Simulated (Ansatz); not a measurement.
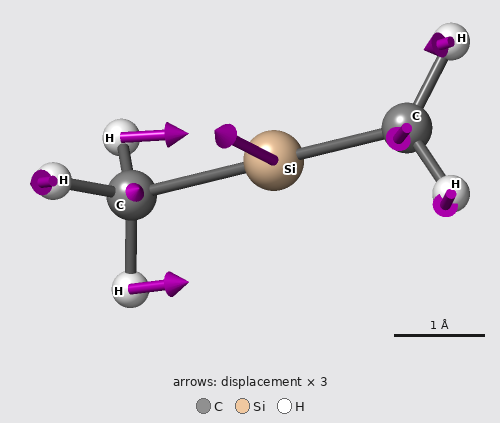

A relaxation of C2H5Si (charge +1). The starting structure is drawn; purple arrows show the displacements, magnified 3 times. The two geometries are superimposed by the best rigid fit.

The picture is a ball-and-stick view, seen at a tilt.

Computed with RKS PBE0-D4/def2-TZVP (Ansatz 0.2.0). Settings: force threshold 0.005 eV/Å; at most 200 steps.

Q: Atoms of which element are displaced furthest, and by how much?

A: Silicon: up to 0.41 Å, against 0.26 Å for hydrogen.

Q: What did the optimiser do to the structure, and how much energy did it gain?

A: Over 20 accepted moves (23 points after the start) the energy falls by 3.94 kcal/mol. The largest force component goes from 1.4 to 0.0044 eV/Å. The line search rejected the trial steps at points 4, 10, 22 of the run. The atom that moves furthest after the best rigid fit is the Si atom (0.41 Å). By element the largest moves are Si 0.41 Å, H 0.26 Å, C 0.20 Å. Some distances before and after: C–Si 1.738 → 1.687 Å, C–Si 1.857 → 1.826 Å, C–H 1.098 → 1.090 Å. Bond angles that change, for instance: C–Si–C 179.8° → 149.2°, Si–C–H 110.8° → 107.2°, H–C–H 108.0° → 110.9°.
